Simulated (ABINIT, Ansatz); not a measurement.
## KTaO3 (Pm-3m): third-order response

Aim: Raman and infrared lines of KTaO3 (Pm-3m).

Program: ABINIT 10.8.3. Level of theory: DFT LDA, scalar-relativistic, plane waves, PseudoDojo norm-conserving pseudopotentials. Results are calculated unless marked as measured.

**1. Starting point**

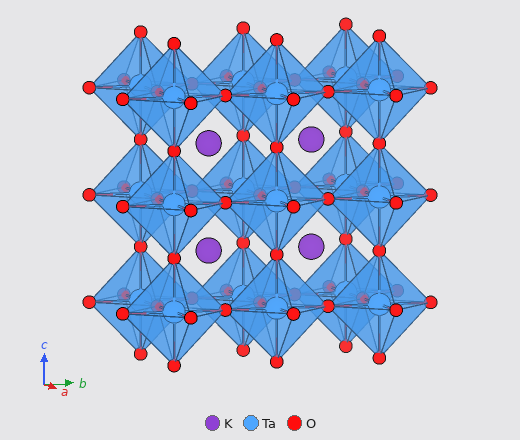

The cell as given, slightly off an axis (potassium purple, tantalum blue, oxygen red). 1×2×2 cells are drawn. Some periodic images of atoms are drawn too.

**2. A probe with smearing**

A first run with smearing and empty bands tells whether the crystal has a gap, which decides between fixed occupations and smearing later on.

Input file probe.abi:

```
# ground state
tolvrs 1.0d-08
prtden 1
prtwf 1

# basis, mesh and filling
ecut 36.0
ngkpt 4 4 4
nshiftk 1
shiftk 0.0 0.0 0.0
istwfk *1
occopt 7
tsmear 0.005
nband 29
nstep 100
diemac 9.0
prtebands 0
prtgsr 0

# cell and atoms
acell 3*1.0 Angstrom
rprim 
    3.9883 0.0 0.0
    0.0 3.9883 0.0
    0.0 0.0 3.9883
ntypat 3
znucl 19 73 8
natom 5
typat 1 2 3 3 3
xred 
    0.5 0.5 0.5
    0.0 0.0 0.0
    0.5 0.0 0.0
    0.0 0.5 0.0
    0.0 0.0 0.5
pp_dirpath "./pseudo"
pseudos "K.upf, Ta.upf, O.upf"
```

Run with:

```console
> OMP_NUM_THREADS=1 mpirun -n 10 abinit probe.abi > probe.log
```

Numbers of over 12 decimals in the logs are rounded to 6 here.

probe.abo, the main output file:

```text
[banners, grids, parts of the stress and lines that vanish by symmetry left out]
- input  file    -> probe.abi
- output file    -> probe.abo
- root for input  files -> probei
[...]
Symmetries : space group Pm -3 m (#221); Bravais cP (primitive cubic)
[...]
mpw =        4468          nfft =       91125          nkpt =          10
[...]
== DATASET  1 ==================================================================
[...]
cutoff_energies: {ecut:  36.0, pawecutdg:  -1.0, }
[...]
ETOT  1  -144.36721752370    -1.444E+02 9.232E-02 1.616E+03
 ETOT  2  -143.00470961116     1.363E+00 2.261E-02 6.094E+03
 ETOT  3  -144.86076192391    -1.856E+00 1.352E-02 1.061E+02
 ETOT  4  -144.87918963218    -1.843E-02 7.200E-03 3.247E+01
 ETOT  5  -144.88373361123    -4.544E-03 1.374E-03 4.785E+00
[...]
ETOT 10  -144.88519466898    -3.517E-09 4.268E-05 1.067E-07
 ETOT 11  -144.88519466901    -3.024E-11 3.823E-05 3.672E-10
 At SCF step   11       vres2   =  3.67E-10 < tolvrs=  1.00E-08 =>converged.
[...]
sigma(1 1)=  2.88638162E-04  sigma(3 2)=  0.00000000E+00
  sigma(2 2)=  2.88638162E-04  sigma(3 1)=  0.00000000E+00
  sigma(3 3)=  2.88638162E-04  sigma(2 1)=  0.00000000E+00
[...]
convergence: {deltae: -3.024E-11, res2:  3.672E-10, residm:  3.823E-05, diffor: null, }
etotal    :  -1.44885195E+02
[...]
sigma(1 1)=  2.88638162E-04  sigma(3 2)=  0.00000000E+00
  sigma(2 2)=  2.88638162E-04  sigma(3 1)=  0.00000000E+00
  sigma(3 3)=  2.88638162E-04  sigma(2 1)=  0.00000000E+00
[...]
- sigma(1 1)=  8.49202792E+00  sigma(3 2)=  0.00000000E+00
- sigma(2 2)=  8.49202792E+00  sigma(3 1)=  0.00000000E+00
- sigma(3 3)=  8.49202792E+00  sigma(2 1)=  0.00000000E+00
[...]
fcart     -0.0000000000E+00 -0.0000000000E+00 -0.0000000000E+00
           strten      2.8863816238E-04  2.8863816238E-04  2.8863816238E-04
================================================================================

[key lines of the parts left out:]
pressure_GPa:  -8.4920E+00
```

Run time: 11 s. Hardware: 10 MPI ranks of Arm Neoverse V1, shared host; 1.8 min of CPU time.

This step gave:

```yaml
volume_per_atom: 12.69 Å³
pressure: -8.492 GPa
gap_on_the_k_mesh: 2.071 eV
```

A gap of 2.1 eV opens on this mesh, so the crystal is taken as an insulator; the printed pressure holds the stress of the finite basis too.

**3. Relaxation**

The harmonic expansion needs vanishing forces, and a free crystal bears no stress, so cell and atoms are brought to rest. Stress is more sensitive to the basis than forces are: the last 3 Ha under the cutoff are smoothed with ecutsm, and the cutoff is raised above that of the later runs.

Input file relax.abi:

```
# relaxation
ionmov 2
optcell 2
dilatmx 1.08
ntime 40
tolmxf 1.0d-05
tolvrs 1.0d-14
prtwf 0
prtden 0
chksymtnons 0

# basis, mesh and filling
ecut 44.0
ecutsm 3.0
ngkpt 6 6 6
nshiftk 1
shiftk 0.0 0.0 0.0
istwfk *1
occopt 1
nband 20
nstep 100
diemac 9.0
prtebands 0
prtgsr 0

# cell and atoms
acell 3*1.0 Angstrom
rprim 
    3.9883 0.0 0.0
    0.0 3.9883 0.0
    0.0 0.0 3.9883
ntypat 3
znucl 19 73 8
natom 5
typat 1 2 3 3 3
xred 
    0.5 0.5 0.5
    0.0 0.0 0.0
    0.5 0.0 0.0
    0.0 0.5 0.0
    0.0 0.0 0.5
pp_dirpath "./pseudo"
pseudos "K.upf, Ta.upf, O.upf"
```

Run with:

```console
> OMP_NUM_THREADS=1 mpirun -n 16 abinit relax.abi > relax.log
```

relax.abo, the main output file:

```text
[banners, grids, parts of the stress and lines that vanish by symmetry left out]
- input  file    -> relax.abi
- output file    -> relax.abo
- root for input  files -> relaxi
[...]
Symmetries : space group Pm -3 m (#221); Bravais cP (primitive cubic)
[...]
mpw =        7571          nfft =      125000          nkpt =          20
[...]
== DATASET  1 ==================================================================
[...]
-    --> not optimal distribution: autoparal keyword recommended in input file <--
[...]
cutoff_energies: {ecut:  44.0, pawecutdg:  -1.0, }
[...]
ETOT  1  -144.40826721957    -1.444E+02 2.526E-01 1.227E+03
 ETOT  2  -144.42405315947    -1.579E-02 3.146E-02 1.842E+03
 ETOT  3  -144.85118094818    -4.271E-01 9.970E-02 1.901E+02
 ETOT  4  -144.87751360334    -2.633E-02 2.382E-03 5.368E+01
 ETOT  5  -144.88702797291    -9.514E-03 1.806E-04 6.135E-01
[...]
At SCF step   17       vres2   =  3.09E-15 < tolvrs=  1.00E-14 =>converged.
[...]
sigma(1 1)=  2.58505223E-04  sigma(3 2)=  0.00000000E+00
  sigma(2 2)=  2.58505223E-04  sigma(3 1)=  0.00000000E+00
  sigma(3 3)=  2.58505223E-04  sigma(2 1)=  0.00000000E+00
[...]
convergence: {deltae: -4.633E-12, res2:  3.092E-15, residm:  5.072E-14, diffor: null, }
etotal    :  -1.44887169E+02
[...]
ETOT  1  -144.87879898861    -1.449E+02 5.824E-04 1.197E+02
[...]
At SCF step   15       vres2   =  2.36E-15 < tolvrs=  1.00E-14 =>converged.
[...]
sigma(1 1)=  1.02723464E-04  sigma(3 2)=  0.00000000E+00
  sigma(2 2)=  1.02723464E-04  sigma(3 1)=  0.00000000E+00
  sigma(3 3)=  1.02723464E-04  sigma(2 1)=  0.00000000E+00
[...]
convergence: {deltae:  6.878E-12, res2:  2.358E-15, residm:  3.473E-18, diffor: null, }
etotal    :  -1.44888971E+02
[...]
ETOT  1  -144.88508422019    -1.449E+02 1.044E-02 4.956E+01
[...]
At SCF step   15       vres2   =  2.84E-15 < tolvrs=  1.00E-14 =>converged.
[...]
sigma(1 1)= -5.75765017E-06  sigma(3 2)=  0.00000000E+00
  sigma(2 2)= -5.75765017E-06  sigma(3 1)=  0.00000000E+00
  sigma(3 3)= -5.75765017E-06  sigma(2 1)=  0.00000000E+00
[...]
convergence: {deltae: -4.889E-12, res2:  2.844E-15, residm:  1.733E-18, diffor: null, }
etotal    :  -1.44889275E+02
[...]
ETOT  1  -144.88926415640    -1.449E+02 6.873E-10 1.404E-01
[...]
At SCF step   12       vres2   =  6.10E-15 < tolvrs=  1.00E-14 =>converged.
[...]
sigma(1 1)=  1.14101230E-07  sigma(3 2)=  0.00000000E+00
  sigma(2 2)=  1.14101230E-07  sigma(3 1)=  0.00000000E+00
  sigma(3 3)=  1.14101230E-07  sigma(2 1)=  0.00000000E+00
[...]
convergence: {deltae: -5.798E-12, res2:  6.096E-15, residm:  2.912E-17, diffor: null, }
etotal    :  -1.44889276E+02
[...]
ETOT  1  -144.88927618768    -1.449E+02 5.927E-12 5.300E-05
[...]
ETOT  9  -144.88927619221     5.429E-12 7.939E-18 1.523E-14
 ETOT 10  -144.88927619222    -1.060E-11 5.261E-19 6.324E-16
 At SCF step   10       vres2   =  6.32E-16 < tolvrs=  1.00E-14 =>converged.
[...]
sigma(1 1)=  1.19352677E-10  sigma(3 2)=  0.00000000E+00
  sigma(2 2)=  1.19352677E-10  sigma(3 1)=  0.00000000E+00
  sigma(3 3)=  1.19352698E-10  sigma(2 1)=  0.00000000E+00
[...]
convergence: {deltae: -1.060E-11, res2:  6.324E-16, residm:  5.261E-19, diffor: null, }
etotal    :  -1.44889276E+02
[...]
At Broyd/MD step   5, gradients are converged :
[...]
sigma(1 1)=  1.19352677E-10  sigma(3 2)=  0.00000000E+00
  sigma(2 2)=  1.19352677E-10  sigma(3 1)=  0.00000000E+00
  sigma(3 3)=  1.19352698E-10  sigma(2 1)=  0.00000000E+00
[...]
- sigma(1 1)=  3.51147699E-06  sigma(3 2)=  0.00000000E+00
- sigma(2 2)=  3.51147699E-06  sigma(3 1)=  0.00000000E+00
- sigma(3 3)=  3.51147760E-06  sigma(2 1)=  0.00000000E+00
[...]
fcart     -0.0000000000E+00 -0.0000000000E+00 -0.0000000000E+00
           strten      1.1935267705E-10  1.1935267705E-10  1.1935269786E-10
================================================================================

[key lines of the parts left out:]
pressure_GPa:  -3.5115E-06
Total energy (etotal) [Ha]= -1.44889276192217E+02
```

Run time: 91 s. Hardware: 16 MPI ranks; 24 min of CPU time.

The steps of the relaxation:

```csv
step,energy less that of the first step (eV),largest force (eV/Å),volume (Å³)
1,0.0000,0.0000,63.44
2,-0.0490,0.0000,61.98
3,-0.0573,0.0000,61.06
4,-0.0573,0.0000,61.11
5,-0.0573,0.0000,61.10
```

```csv
"conventional cell, symmetrised",before,after,change
a (Å),3.988,3.939,-1.2 %
b (Å),3.988,3.939,-1.2 %
c (Å),3.988,3.939,-1.2 %
volume (Å³/atom),12.69,12.22,-3.7 %
```

The relaxed structure:

```cif
data_structure
_symmetry_space_group_name_H-M 'P 1'
_symmetry_Int_Tables_number 1
_cell_length_a 3.9388
_cell_length_b 3.9388
_cell_length_c 3.9388
_cell_angle_alpha 90.000
_cell_angle_beta 90.000
_cell_angle_gamma 90.000
_cell_volume 61.10
loop_
_atom_site_label
_atom_site_type_symbol
_atom_site_fract_x
_atom_site_fract_y
_atom_site_fract_z
_atom_site_occupancy
K1 K 0.50000 0.50000 0.50000 1
Ta2 Ta 0.00000 0.00000 0.00000 1
O3 O 0.50000 0.00000 0.00000 1
O4 O 0.00000 0.50000 0.00000 1
O5 O 0.00000 0.00000 0.50000 1
```

Numbers from this step:

```yaml
volume_per_atom: 12.22 Å³
pressure: -3.51e-6 GPa
```

The volume changes by -3.7 % in this run and stands -3.7 % from the first cell.

**4. Ground state**

The response is built on these wavefunctions, so the potential is converged far more tightly than an energy would need. The mesh is shifted off Γ, since shifted meshes converge sums over the zone faster.

Input file gs.abi:

```
# ground state
tolvrs 1.0d-16
prtden 1
prtwf 1

# basis, mesh and filling
ecut 36.0
ngkpt 6 6 6
nshiftk 1
shiftk 0.5 0.5 0.5
istwfk *1
occopt 1
nband 20
nstep 100
diemac 9.0
prtebands 0
prtgsr 0

# cell and atoms
acell 3*1.0 Angstrom
rprim 
    3.938751397 0.0 0.0
    0.0 3.938751397 0.0
    0.0 0.0 3.938751397
ntypat 3
znucl 19 73 8
natom 5
typat 1 2 3 3 3
xred 
    0.5 0.5 0.5
    0.0 0.0 0.0
    0.5 0.0 0.0
    0.0 0.5 0.0
    0.0 0.0 0.5
pp_dirpath "./pseudo"
pseudos "K.upf, Ta.upf, O.upf"
```

Run with:

```console
> OMP_NUM_THREADS=1 mpirun -n 16 abinit gs.abi > gs.log
```

gs.abo, the main output file:

```text
[banners, grids, parts of the stress and lines that vanish by symmetry left out]
- input  file    -> gs.abi
- output file    -> gs.abo
- root for input  files -> gsi
[...]
Symmetries : space group Pm -3 m (#221); Bravais cP (primitive cubic)
[...]
mpw =        4266          nfft =       91125          nkpt =          10
[...]
== DATASET  1 ==================================================================
[...]
-    --> not optimal distribution: autoparal keyword recommended in input file <--
[...]
cutoff_energies: {ecut:  36.0, pawecutdg:  -1.0, }
[...]
ETOT  1  -144.45723911233    -1.445E+02 1.950E-01 1.057E+03
 ETOT  2  -144.27450968074     1.827E-01 1.629E-02 1.908E+03
 ETOT  3  -144.86297275237    -5.885E-01 8.077E-03 1.021E+02
 ETOT  4  -144.88344453308    -2.047E-02 5.439E-04 2.079E+01
 ETOT  5  -144.88811601577    -4.671E-03 2.703E-05 4.847E-01
[...]
ETOT 18  -144.88827128175     3.439E-12 6.720E-17 6.738E-16
 ETOT 19  -144.88827128175    -2.331E-12 6.863E-18 7.100E-18
 At SCF step   19       vres2   =  7.10E-18 < tolvrs=  1.00E-16 =>converged.
[...]
sigma(1 1)=  3.24080394E-05  sigma(3 2)=  0.00000000E+00
  sigma(2 2)=  3.24080394E-05  sigma(3 1)=  0.00000000E+00
  sigma(3 3)=  3.24080394E-05  sigma(2 1)=  0.00000000E+00
[...]
convergence: {deltae: -2.331E-12, res2:  7.100E-18, residm:  6.863E-18, diffor: null, }
etotal    :  -1.44888271E+02
[...]
sigma(1 1)=  3.24080394E-05  sigma(3 2)=  0.00000000E+00
  sigma(2 2)=  3.24080394E-05  sigma(3 1)=  0.00000000E+00
  sigma(3 3)=  3.24080394E-05  sigma(2 1)=  0.00000000E+00
[...]
- sigma(1 1)=  9.53477438E-01  sigma(3 2)=  0.00000000E+00
- sigma(2 2)=  9.53477438E-01  sigma(3 1)=  0.00000000E+00
- sigma(3 3)=  9.53477438E-01  sigma(2 1)=  0.00000000E+00
[...]
fcart     -0.0000000000E+00 -0.0000000000E+00 -0.0000000000E+00
           strten      3.2408039422E-05  3.2408039422E-05  3.2408039422E-05
================================================================================

[key lines of the parts left out:]
pressure_GPa:  -9.5348E-01
```

The job ended after 12 s (16 MPI ranks; 3.1 min of CPU time).

Numbers from this step:

```yaml
pressure: -0.9535 GPa
```

The cell stands at -0.95 GPa: the relaxation ran with a smoothed and higher cutoff and on another k mesh.

**5. The gap at rest**

Empty bands on the ground state's density check that the gap assumed so far is there in this cell.

Input file gap.abi:

```
# empty bands on the ground state's density
iscf -2
getden_filepath "gso_DEN"
tolwfr 1.0d-12
nbdbuf 2
prtwf 0

# basis, mesh and filling
ecut 36.0
ngkpt 6 6 6
nshiftk 1
shiftk 0.0 0.0 0.0
istwfk *1
occopt 1
nband 24
nstep 100
diemac 9.0
prtebands 0
prtgsr 0

# cell and atoms
acell 3*1.0 Angstrom
rprim 
    3.938751397 0.0 0.0
    0.0 3.938751397 0.0
    0.0 0.0 3.938751397
ntypat 3
znucl 19 73 8
natom 5
typat 1 2 3 3 3
xred 
    0.5 0.5 0.5
    0.0 0.0 0.0
    0.5 0.0 0.0
    0.0 0.5 0.0
    0.0 0.0 0.5
pp_dirpath "./pseudo"
pseudos "K.upf, Ta.upf, O.upf"
```

Run with:

```console
> OMP_NUM_THREADS=1 mpirun -n 16 abinit gap.abi > gap.log
```

gap.abo, the main output file:

```text
[banners, grids, parts of the stress and lines that vanish by symmetry left out]
- input  file    -> gap.abi
- output file    -> gap.abo
- root for input  files -> gapi
[...]
Symmetries : space group Pm -3 m (#221); Bravais cP (primitive cubic)
[...]
mpw =        4337          nfft =       91125          nkpt =          20
[...]
== DATASET  1 ==================================================================
[...]
-    --> not optimal distribution: autoparal keyword recommended in input file <--
[...]
cutoff_energies: {ecut:  36.0, pawecutdg:  -1.0, }
[...]
-outvars: echo values of variables after computation
            acell      1.8897261259E+00  1.8897261259E+00  1.8897261259E+00 Bohr
================================================================================
```

The job ended after 11 s (16 MPI ranks; 2.9 min of CPU time).

Numbers from this step:

* gap on the k-mesh: 2.168 eV

In this cell the gap on the mesh is 2.2 eV, indirect (smallest direct 2.8 eV), so fixed occupations hold.

(Part 1 of 3 ends here.)

[Host names and launcher messages were left out of these logs when they were recorded.]

[Logs are printed without paths, hosts, clocks, repeated set-up lines and the standing remarks that a program may print on its own settings, such as how far it seeks lower states.]

[Hosts, paths, dates, database ids (printed as entryN), source tags and the programs' standing remarks are cut or masked in the printed files.]
